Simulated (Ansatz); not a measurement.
# HF/STO-3G run of COF2 (carbonyl fluoride)

Aim: the vertical electron affinity of COF2 (carbonyl fluoride) at HF/STO-3G, from 2 runs. 

The calculation is run with Ansatz 0.2.0.

## Step 1: Starting point

The species is COF2 (4 atoms), meant as a singlet with charge 0. As SMILES, `O=C(F)F`. The shape is that of a PBE0-D4/def2-TZVP optimisation.

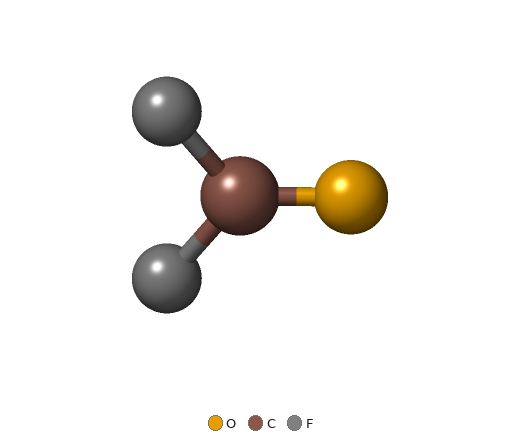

Viewed from a chosen angle; oxygen amber, carbon brown, fluorine grey.

## Step 2: A single-point energy at HF/STO-3G

molecule.yaml reads:

```yaml
crystal:
  periodic: [false, false, false]
  atoms:
    - {symbol: O, position_ang: [-1.242660, -0.157400, 0.153910]}
    - {symbol: C, position_ang: [-0.091830, -0.011630, 0.011370]}
    - {symbol: F, position_ang: [0.845490, -0.826670, 0.424670]}
    - {symbol: F, position_ang: [0.488990, 0.995700, -0.589960]}
basis:
  gaussian:
    orbitals: STO-3G
hamiltonian:
  xc: hf
accuracy: high
```

Run with:

```
$ ansatz run molecule.yaml --threads 1 --pin off --max-ram 3480MiB --events-out events.jsonl --progress --plain --runs-dir runs
```

Standard output:

```text
Warning: RAYON_NUM_THREADS=1 ignored (pool sized by the plan → 1); use --threads N
Functional definition: HF
  name "HF"
  exchange = exact_x
  correlation = 0
368 factors; integrals over basis functions are off by at most 5.4e-8 eV
mean field evaluation 1: about -8356.3217 eV, gradient 4.3e1 eV
mean field evaluation 2: about -8356.4427 eV, gradient 4.3e1 eV
mean field evaluation 4: about -8362.0017 eV, gradient 3.0e0 eV
mean field evaluation 8: about -8362.0635 eV, gradient 1.0e-1 eV
mean field -8362.06348679 eV, -307.3001651293 hartree, gradient 9.6e-9 eV, S^2 0.000000; 0 other end points of the search recorded, 0 dependent functions left out
reference -8362.06348679 eV, -307.3001651293 hartree; 16, 16 occupied and 4, 4 virtual orbitals, 368 factors
Total energy: -8362.06348679 eV, -307.3001651293 hartree
```

It took 0.1 s on 1 thread of Arm Neoverse V2, shared host.

## Step 3: The doublet anion

run.yaml reads:

```yaml
crystal:
  periodic: [false, false, false]
  atoms:
    - {symbol: O, position_ang: [-1.242660, -0.157400, 0.153910]}
    - {symbol: C, position_ang: [-0.091830, -0.011630, 0.011370]}
    - {symbol: F, position_ang: [0.845490, -0.826670, 0.424670]}
    - {symbol: F, position_ang: [0.488990, 0.995700, -0.589960]}
basis:
  gaussian:
    orbitals: STO-3G
total_charge: -1
magnetization:
  spin_polarized: true
  initial_magnetization: 1
hamiltonian:
  xc: hf
accuracy: high
```

Run with:

```
$ ansatz run run.yaml --threads 1 --pin off --max-ram 3480MiB --events-out events.jsonl --progress --plain --runs-dir runs
```

Standard output:

```text
Warning: RAYON_NUM_THREADS=1 ignored (pool sized by the plan → 1); use --threads N
[... 4 set-up lines as earlier in the session ...]
368 factors; integrals over basis functions are off by at most 5.4e-8 eV
mean field evaluation 1: about -8351.5116 eV, gradient 2.1e1 eV
mean field evaluation 2: about -8351.7167 eV, gradient 2.1e1 eV
mean field evaluation 4: about -8354.5438 eV, gradient 1.6e0 eV
mean field evaluation 8: about -8354.6062 eV, gradient 3.6e-4 eV
mean field evaluation 16: about -8354.6029 eV, gradient 2.2e-8 eV
mean field -8354.60291318 eV, -307.0259941061 hartree, gradient 2.2e-8 eV, S^2 0.753840; 0 other end points of the search recorded, 0 dependent functions left out
reference -8354.60291318 eV, -307.0259941061 hartree; 17, 16 occupied and 3, 4 virtual orbitals, 368 factors
Total energy: -8354.60291318 eV, -307.0259941061 hartree
```

Run time: 0.12 s. Hardware: 1 thread of Arm Neoverse V2, shared host.

## Step 4: What came out

Level: HF/STO-3G.

| quantity | value |
| --- | --- |
| singlet COF2: total energy | -307.30017 Eh |
| doublet anion: total energy | -307.02599 Eh |
| doublet anion: ⟨S²⟩ | 0.754 |
| vertical electron affinity (to the doublet anion) | -7.461 eV |

What this shows: The anion lies 7.46 eV (720 kJ/mol) above the neutral: the electron isn't bound at this level, and such a value depends on the basis. Without diffuse functions anions come out too high. Hartree–Fock misses the correlation that binds many anions. In a minimal basis such a difference can be off by several eV, whatever the method.
